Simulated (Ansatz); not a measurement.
**One shape, several levels: triplet SiNH5**

Wanted: a comparison of 6 runs (UHF/STO-3G, U-r2SCAN0/STO-3G, UB3LYP/STO-3G, UBHLYP/STO-3G, UPBE0/STO-3G, UCCSDT/STO-3G) of triplet SiNH5. 

The results are computed with Ansatz 0.2.0.

49 further runs of the same task are left out: 49 set aside as unsound or not needed.

**1. The system as given**

SiNH5: 7 atoms, total charge 0, spin state triplet. As SMILES of the parent species, `[H][Si]([H])([H])N`. The shape is that of a GFN2-xTB optimisation. That shape belongs to the parent species and isn't relaxed for this state.

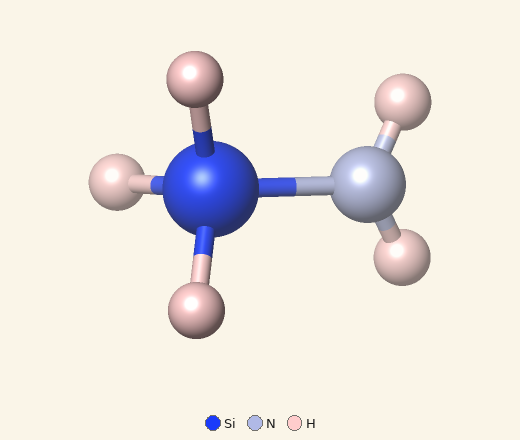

Viewed from a chosen angle; silicon blue, nitrogen light blue, hydrogen pink.

**2. A single-point energy at UHF/STO-3G (run 1)**

Input file molecule.yaml:

```yaml
crystal:
  periodic: [false, false, false]
  atoms:
    - {symbol: Si, position_ang: [-0.000690, 0.002380, -0.682990]}
    - {symbol: "N", position_ang: [0.090660, 0.178690, 1.028560]}
    - {symbol: H, position_ang: [0.707680, -0.428190, 1.543790]}
    - {symbol: H, position_ang: [-0.763660, 0.307400, 1.545850]}
    - {symbol: H, position_ang: [1.387750, -0.009920, -1.135540]}
    - {symbol: H, position_ang: [-0.747920, 1.169350, -1.146100]}
    - {symbol: H, position_ang: [-0.673820, -1.219710, -1.153570]}
basis:
  gaussian: {orbitals: STO-3G}
hamiltonian: {xc: hf}
accuracy: high
magnetization: {spin_polarized: true, initial_magnetization: 2}
```

Launch:

```bash
$ ansatz run molecule.yaml --threads 1 --pin off --max-ram 2610MiB --events-out events.jsonl --progress --plain --runs-dir runs
```

Output:

```text
Warning: RAYON_NUM_THREADS=1 ignored (pool sized by the plan → 1); use --threads N
Functional definition: HF
  name "HF"
  exchange = exact_x
  correlation = 0
337 factors; integrals over basis functions are off by at most 8.3e-9 eV
mean field evaluation 1: about -9301.7369 eV, gradient 7.2e0 eV
mean field evaluation 2: about -9301.8627 eV, gradient 7.2e0 eV
mean field evaluation 4: about -9303.1936 eV, gradient 1.7e0 eV
mean field evaluation 8: about -9303.3699 eV, gradient 6.2e-4 eV
mean field evaluation 16: about -9295.1342 eV, gradient 1.5e1 eV
mean field -9303.36680330 eV, -341.8924239729 hartree, gradient 3.0e-8 eV, S^2 2.007346; 0 other end points of the search recorded, 0 dependent functions left out
reference -9303.36680330 eV, -341.8924239729 hartree; 14, 12 occupied and 5, 7 virtual orbitals, 337 factors
Total energy: -9303.36680330 eV, -341.8924239729 hartree
```

Run time: 0.12 s. Hardware: 1 thread of Arm Neoverse V2, shared host.

**3. A single-point energy at U-r2SCAN0/STO-3G (run 2)**

Input file run.yaml:

```yaml
crystal:
  periodic: [false, false, false]
  atoms:
    - {symbol: Si, position_ang: [-0.000690, 0.002380, -0.682990]}
    - {symbol: "N", position_ang: [0.090660, 0.178690, 1.028560]}
    - {symbol: H, position_ang: [0.707680, -0.428190, 1.543790]}
    - {symbol: H, position_ang: [-0.763660, 0.307400, 1.545850]}
    - {symbol: H, position_ang: [1.387750, -0.009920, -1.135540]}
    - {symbol: H, position_ang: [-0.747920, 1.169350, -1.146100]}
    - {symbol: H, position_ang: [-0.673820, -1.219710, -1.153570]}
basis:
  gaussian: {orbitals: STO-3G}
magnetization: {spin_polarized: true, initial_magnetization: 2}
hamiltonian: {xc: {name: r2SCAN0}}
accuracy: high
```

Launch:

```bash
$ ansatz run run.yaml --threads 1 --pin off --max-ram 2610MiB --events-out events.jsonl --progress --plain --runs-dir runs
```

Output:

```text
Warning: RAYON_NUM_THREADS=1 ignored (pool sized by the plan → 1); use --threads N
Functional definition: r2SCAN0
  name "r2SCAN0"
  parameter a = 0.25
  parameter k0 = 0.174
  parameter k1 = 0.065
  parameter a1 = 4.9479
  exchange = (1 - a)*r2scan_x(k0 = k0, k1 = k1, a1 = a1) + a*exact_x
  correlation = r2scan_c
337 factors; integrals over basis functions are off by at most 8.3e-9 eV
mean field evaluation 1: about -9326.0342 eV, gradient 6.7e0 eV
mean field evaluation 2: about -9326.5889 eV, gradient 3.6e0 eV
mean field evaluation 4: about -9326.7470 eV, gradient 4.9e-1 eV
mean field evaluation 8: about -9326.7469 eV, gradient 1.7e-2 eV
mean field evaluation 16: about -9326.7469 eV, gradient 2.1e-5 eV
mean field -9326.74692477 eV, -342.7516275890 hartree, gradient 2.7e-8 eV, S^2 2.002320; 0 other end points of the search recorded, 0 dependent functions left out
reference -9326.74692552 eV, -342.7516276167 hartree; 14, 12 occupied and 5, 7 virtual orbitals, 337 factors
Total energy: -9326.74692552 eV, -342.7516276167 hartree
```

Run time: 4.5 s. Hardware: 1 thread of Arm Neoverse V2, shared host; peak memory 0.24 GiB.

**4. The energy at UB3LYP/STO-3G (run 3)**

Input file in.yaml:

```yaml
crystal:
  periodic: [false, false, false]
  atoms:
    - {symbol: Si, position_ang: [-0.000690, 0.002380, -0.682990]}
    - {symbol: N, position_ang: [0.090660, 0.178690, 1.028560]}
    - {symbol: H, position_ang: [0.707680, -0.428190, 1.543790]}
    - {symbol: H, position_ang: [-0.763660, 0.307400, 1.545850]}
    - {symbol: H, position_ang: [1.387750, -0.009920, -1.135540]}
    - {symbol: H, position_ang: [-0.747920, 1.169350, -1.146100]}
    - {symbol: H, position_ang: [-0.673820, -1.219710, -1.153570]}
basis:
  gaussian: {orbitals: STO-3G}
magnetization: {spin_polarized: true, initial_magnetization: 2}
hamiltonian: {xc: {name: B3LYP}}
accuracy: high
```

Launch:

```bash
$ ansatz run in.yaml --threads 1 --pin off --max-ram 2610MiB --events-out events.jsonl --progress --plain --runs-dir runs
```

Output:

```text
Warning: RAYON_NUM_THREADS=1 ignored (pool sized by the plan → 1); use --threads N
Functional definition: B3LYP
  name "B3LYP"
  parameter a0 = 0.2
  parameter ax = 0.72
  parameter ac = 0.81
  exchange = (1 - a0 - ax)*slater_x + ax*b88_x + a0*exact_x
  correlation = (1 - ac)*vwn_rpa_c + ac*lyp_c
337 factors; integrals over basis functions are off by at most 8.3e-9 eV
mean field evaluation 1: about -9327.3700 eV, gradient 7.8e0 eV
mean field evaluation 2: about -9327.9664 eV, gradient 4.8e0 eV
mean field evaluation 4: about -9328.1965 eV, gradient 4.3e-1 eV
mean field evaluation 8: about -9328.1891 eV, gradient 2.4e-2 eV
mean field evaluation 16: about -9328.1891 eV, gradient 2.9e-6 eV
mean field -9328.18909065 eV, -342.8046262078 hartree, gradient 6.2e-8 eV, S^2 2.001238; 0 other end points of the search recorded, 0 dependent functions left out
reference -9328.18911814 eV, -342.8046272180 hartree; 14, 12 occupied and 5, 7 virtual orbitals, 337 factors
Total energy: -9328.18911814 eV, -342.8046272180 hartree
```

Run time: 2 s. Hardware: 1 thread of Arm Neoverse V2, shared host; peak memory 0.14 GiB.

Runs 4 to 5 aren't shown in full; the table further down has their settings and results.

**5. A single-point energy at UCCSDT/STO-3G (run 6)**

Input file job.yaml:

```yaml
basis:
  gaussian:
    orbitals: STO-3G
crystal:
  periodic: [false, false, false]
  atoms:
    - {symbol: Si, position_ang: [-0.000690, 0.002380, -0.682990]}
    - {symbol: "N", position_ang: [0.090660, 0.178690, 1.028560]}
    - {symbol: H, position_ang: [0.707680, -0.428190, 1.543790]}
    - {symbol: H, position_ang: [-0.763660, 0.307400, 1.545850]}
    - {symbol: H, position_ang: [1.387750, -0.009920, -1.135540]}
    - {symbol: H, position_ang: [-0.747920, 1.169350, -1.146100]}
    - {symbol: H, position_ang: [-0.673820, -1.219710, -1.153570]}
magnetization:
  spin_polarized: true
  initial_magnetization: 2
correlation:
  method: ccsdt
  frozen_orbitals: {H: 0, "N": 1, Si: 5}
accuracy: high
scf:
  omitted_lower_state_checks: [cluster_reference, increment]
```

Launch:

```bash
$ ansatz run job.yaml --threads 1 --pin off --max-ram 2610MiB --events-out events.jsonl --progress --plain --runs-dir runs
```

Output:

```text
Warning: RAYON_NUM_THREADS=1 ignored (pool sized by the plan → 1); use --threads N
[... 12 lines left out ...]
6 core orbitals not correlated: weight in the atoms' cores, before any rotation towards them, 1.000 or more for the frozen orbitals, at most 0.000 for the correlated occupied ones
[... 40 lines left out ...]
Total energy: -9306.31186331 eV, -342.0006529319 hartree
Checks for a lower state left out: cluster_reference, increment
```

It took 0.83 s on 1 thread of Arm Neoverse V2, shared host.

**6. Overview of the runs**

| run | level | frozen core orbitals | energy (Eh) | ⟨S²⟩ | wall time |
| --- | --- | --- | --- | --- | --- |
| 1 | UHF/STO-3G | – | -341.892424 | 2.007 | 0.12 s |
| 2 | U-r2SCAN0/STO-3G | – | -342.751628 | 2.002 | 4.5 s |
| 3 | UB3LYP/STO-3G | – | -342.804627 | 2.001 | 2 s |
| 4 | UBHLYP/STO-3G | – | -342.765280 | 2.002 | 2 s |
| 5 | UPBE0/STO-3G | – | -342.617582 | 2.002 | 1.9 s |
| 6 | UCCSDT/STO-3G | 6 | -342.000653 | 2.007 | 0.83 s |

**7. What came out**

```
                                          quantity          value
                               run 6: total energy  -342.00065 Eh
run 6: correlation energy (6 core orbitals frozen)     -108.2 mEh
          run 6: ⟨S²⟩ of the reference determinant          2.007
                              run 6: T1 diagnostic          0.015
```

Totals of different functionals can't be ranked against each other. In runs 1, 2, 3, 4, 5, 6 the basis is minimal, so the values are rough. All runs together took 11 s, the longest 4.5 s.
